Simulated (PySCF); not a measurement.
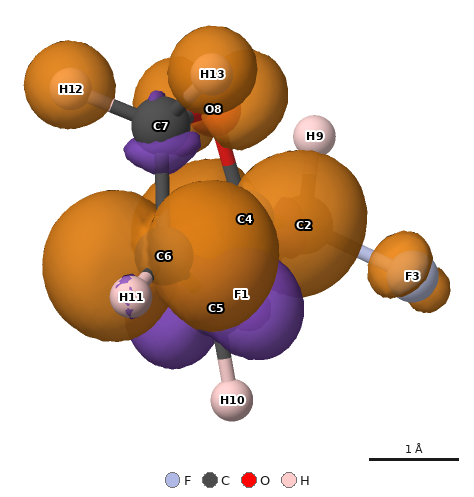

*C5H5F2O (SMILES FC(F)C1=C[CH]CO1) (doublet). Isosurfaces of the spin density at +0.02 (orange) and −0.02 e/Å³ (purple), seen at an oblique angle.*

Geometry: GFN2-xTB.

Theory: UKS B3LYP, pcH-1 on C F H O, non-relativistic, mean-field spin-orbit, GIAO (PySCF).

```yaml
atoms:
  - { symbol: F, position_ang: [2.7831, 0.2444, -0.5031] }
  - { symbol: C, position_ang: [1.9381, 0.1689, 0.5646] }
  - { symbol: F, position_ang: [2.3510, -0.9300, 1.2594] }
  - { symbol: C, position_ang: [0.5243, 0.0494, 0.1406] }
  - { symbol: C, position_ang: [-0.1100, -0.9116, -0.6362] }
  - { symbol: C, position_ang: [-1.4367, -0.5809, -0.7188] }
  - { symbol: C, position_ang: [-1.6339, 0.6751, 0.0614] }
  - { symbol: O, position_ang: [-0.3509, 1.0088, 0.5715] }
  - { symbol: H, position_ang: [2.1032, 1.0543, 1.1952] }
  - { symbol: H, position_ang: [0.3813, -1.7547, -1.0796] }
  - { symbol: H, position_ang: [-2.2244, -1.0939, -1.2286] }
  - { symbol: H, position_ang: [-2.0001, 1.5137, -0.5502] }
  - { symbol: H, position_ang: [-2.3294, 0.5567, 0.9061] }
```

Which atoms carry the spin?

Answer. The unpaired spin (1 electron) lies mostly on C4 (about 0.3), C6 (about 0.3) and O8 (about 0.1), in electrons by Hirshfeld's partition.
